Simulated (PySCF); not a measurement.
C₃H₉P, SMILES `CP(C)C`.

Computed with PySCF, PBE/def2-TZVP, geometry: GFN2-xTB. No frequency check shows the geometry to be a minimum. GFN2-xTB bond lengths at metals and heavier atoms can be off by up to 0.1 Å and shapes distorted, which carries into these values.

Cartesian coordinates (Å):

```
C1      -0.6132   -1.4927    0.2892
P2       0.0000    0.0003   -0.6225
C3      -0.9863    1.2770    0.2895
C4       1.5994    0.2152    0.2893
H5      -1.6455   -1.6840    0.0039
H6      -0.0128   -2.3545    0.0044
H7      -0.5550   -1.3514    1.3677
H8      -0.8928    1.1558    1.3681
H9      -0.6354    2.2670    0.0041
H10     -2.0325    1.1883    0.0043
H11      2.2812   -0.5832    0.0042
H12      2.0455    1.1660    0.0045
H13      1.4478    0.1950    1.3679
```

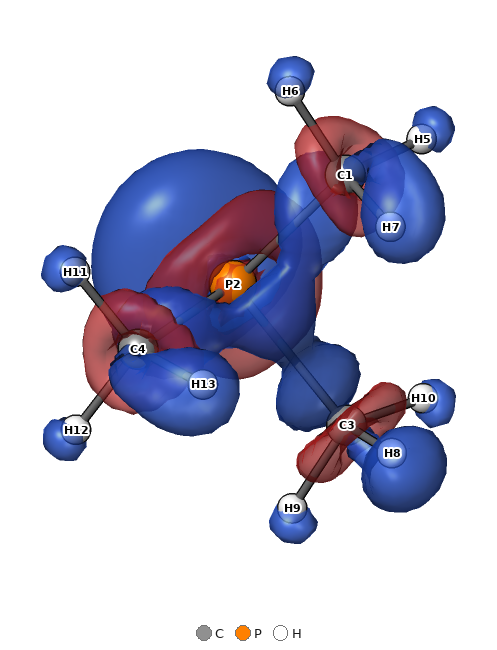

Fukui function f⁻ = ρ(N) − ρ(N−1) at fixed geometry, surfaces at ±0.03 e/Å³ (blue positive, red negative).

> On which atoms does the density change most on removal of an electron?

f⁻ (Hirshfeld-condensed) is largest on P2 (0.40); the vertical ionisation energy is 8.43 eV (the stability of the cation's solution wasn't checked). Condensed values hint at sites of electrophilic attack but needn't mark the atom that reacts. Orbital relaxation makes it negative in places (0.19 e in all).
